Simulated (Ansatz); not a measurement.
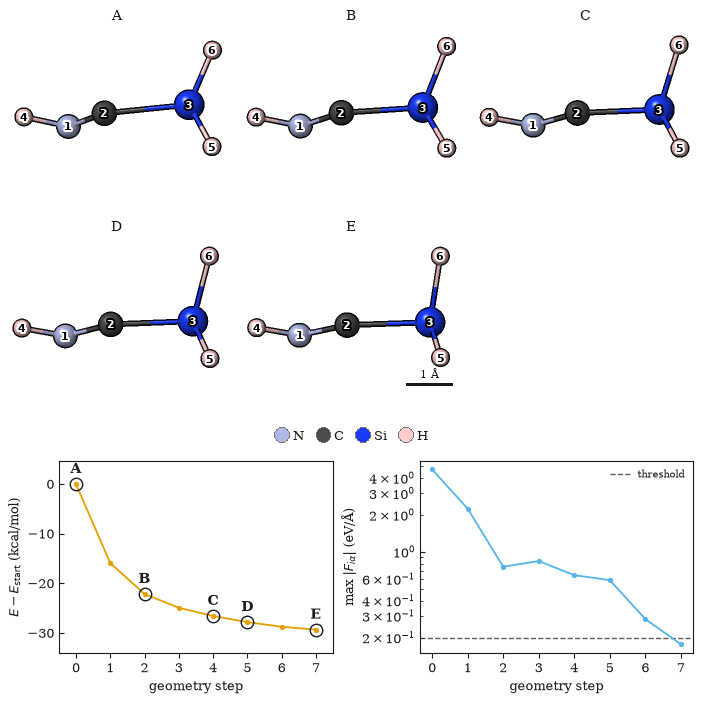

Frames of a relaxation of CH3NSi, marked on the history of the run. A ball-and-stick model, seen at a tilt.

These are results of RKS BLYP-D4/def2-mTZVP in Ansatz, not measurements.

Input file:
```yaml
crystal:
  periodic: [false, false, false]
  atoms:
    - {symbol: N, position_ang: [1.159066, 0.731458, -1.017875]}
    - {symbol: C, position_ang: [0.163923, 0.424030, -0.466487]}
    - {symbol: Si, position_ang: [-0.456482, -0.929517, 0.678901]}
    - {symbol: H, position_ang: [1.156468, 1.685420, -1.411906]}
    - {symbol: H, position_ang: [-1.407540, -1.676817, 0.067754]}
    - {symbol: H, position_ang: [-0.589082, -0.665642, 1.946431]}
basis:
  gaussian: {orbitals: def2-mTZVP}
hamiltonian: {xc: {name: BLYP}, dispersion: d4}
relax: {f_tol: 0.2, max_steps: 80, max_displacement: 0.05}
```

Command:
```bash
ansatz run in.yaml --threads 2 --pin off --events-out ev --progress --plain --max-ram 3481MiB
```

> What happens along the run?

The atom that moves furthest after the best rigid fit is Si3 (0.31 Å). Largest moves by element: Si 0.31 Å, C 0.30 Å, H 0.21 Å, N 0.08 Å. Near-neighbour distances that change, for instance: Si3–H6 1.301 → 1.507 Å, Si3–H5 1.355 → 1.507 Å, C2–Si3 1.879 → 1.830 Å, N1–C2 1.178 → 1.216 Å. Bond angles that change, for instance: C2–Si3–H6 118.8° → 101.6°, N1–C2–Si3 138.8° → 154.8°, H5–Si3–H6 118.7° → 106.4°. The energy falls by 29.3 kcal/mol in 7 geometry steps. Largest force component: 4.7 eV/Å at the start, 0.18 eV/Å at the end. From step 0 to 2: Si3 moves most (0.10 Å), energy −22.1 kcal/mol. From step 2 to 4: Si3 moves most (0.10 Å), energy −4.42 kcal/mol. From step 4 to 5: Si3 moves most (0.05 Å), energy −1.24 kcal/mol. From step 5 to 7: Si3 moves most (0.09 Å), energy −1.52 kcal/mol.

```json
{"step": "0", "E − E(0), kcal/mol": "0.00", "largest force component, eV/Å": "4.6934"}
{"step": "1", "E − E(0), kcal/mol": "-15.91", "largest force component, eV/Å": "2.2497"}
{"step": "2", "E − E(0), kcal/mol": "-22.15", "largest force component, eV/Å": "0.7557"}
{"step": "3", "E − E(0), kcal/mol": "-24.91", "largest force component, eV/Å": "0.8394"}
{"step": "4", "E − E(0), kcal/mol": "-26.56", "largest force component, eV/Å": "0.6448"}
{"step": "5", "E − E(0), kcal/mol": "-27.80", "largest force component, eV/Å": "0.5876"}
{"step": "6", "E − E(0), kcal/mol": "-28.73", "largest force component, eV/Å": "0.2831"}
{"step": "7", "E − E(0), kcal/mol": "-29.32", "largest force component, eV/Å": "0.1763"}
```
